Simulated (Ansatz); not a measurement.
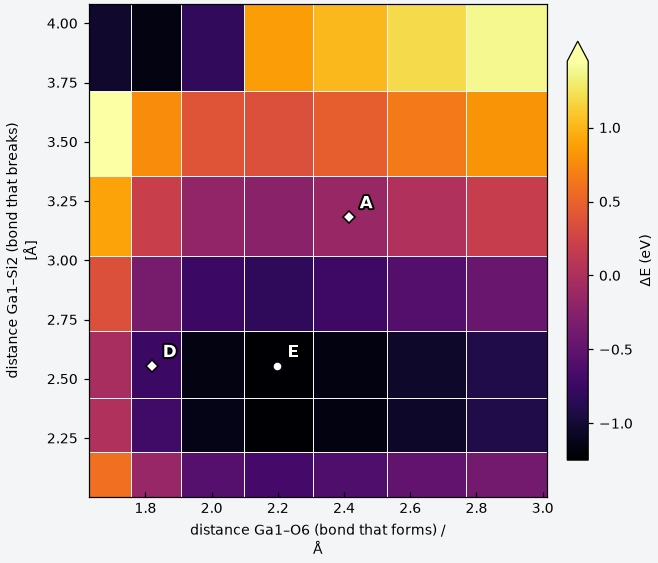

The reacting system GaH₇OSi (fragments GaH₅Si + H₂O where the first distance is long, GaH₃O + H₄Si where the second is long). The first coordinate is: distance Ga1–O6 (bond that forms); the second: distance Ga1–Si2 (bond that breaks). Relaxed at each point: all other coordinates. The scan uses a 7 × 7 grid. Points are written as (first, second). All energies are given in eV relative to a guessed transition structure relaxed with its forming and breaking bonds held. Energies and slopes of some neighbouring points disagree (a jump in structure or state, or too coarse a mesh). The reference is spin-restricted, so regions where a bond is pulled apart into radicals lie too high. Computed with RKS r2SCAN-D4/def2-SVP in Ansatz 0.2.0.

Drawn: one coloured cell a grid point, one colour for all values above the top of the scale, lettered points.

Rank the lettered points by energy, lowest first.

Answer. E (−1.25 eV), D (−0.75 eV), A (−0.13 eV).
